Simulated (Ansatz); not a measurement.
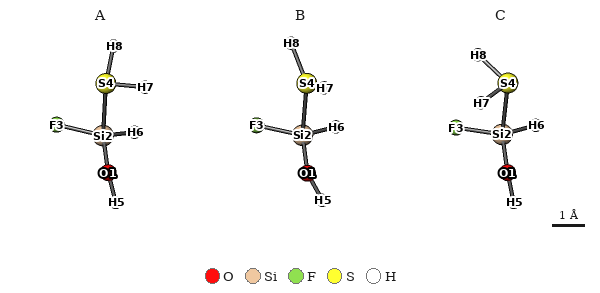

3 geometries from a converged minimum-energy path of SiH4SOF (charge +1), shuffled. A ball-and-stick model, seen from a free direction.

Theory: Ansatz 0.2.0, RKS LDA/6-31G*. Settings: 5 movable images; climbing image; force threshold 0.03 eV/Å; iteration limit 60; starting path by image-dependent pair potential.

Q: Which of them lies highest in energy?

A: B. In order along the path, whose images run from 0 to 6: C (image 0, 0.00 eV), B (image 3, +0.68 eV), A (image 5, +0.09 eV). The motion is an umbrella inversion at S4. No bond forms or breaks between the ends. Among the angles between lasting bonds that change up to the highest image: Si2–S4–H7 94.8° → 125.0°, Si2–S4–H8 100.1° → 127.2°.

The run took 100 s on 1 thread of Arm Neoverse V1 (shared host), peak memory 0.14 GiB.
